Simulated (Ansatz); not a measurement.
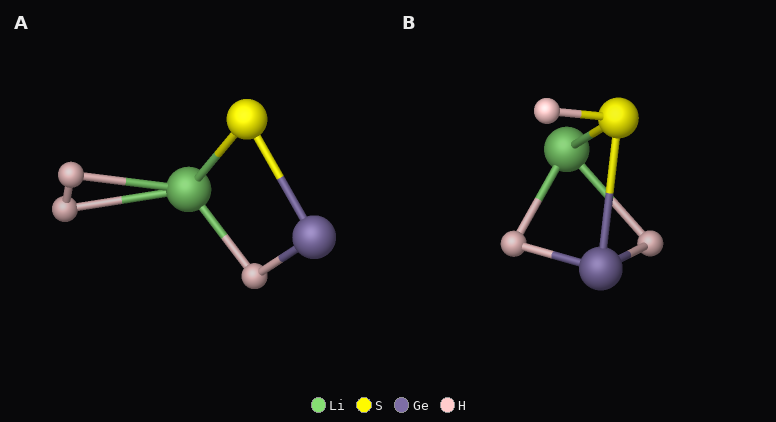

2 stationary structures of one formula. Geometries: PBE-D4/def2-SVP. Electronic energies: PBE-D4/def2-SVP (Ansatz 0.2.0), without zero-point energy. No frequency run is at hand to confirm each as a minimum.

Rank them by energy, lowest first.

B is lowest (C1); A lies 6.4 kcal/mol above it (C1).
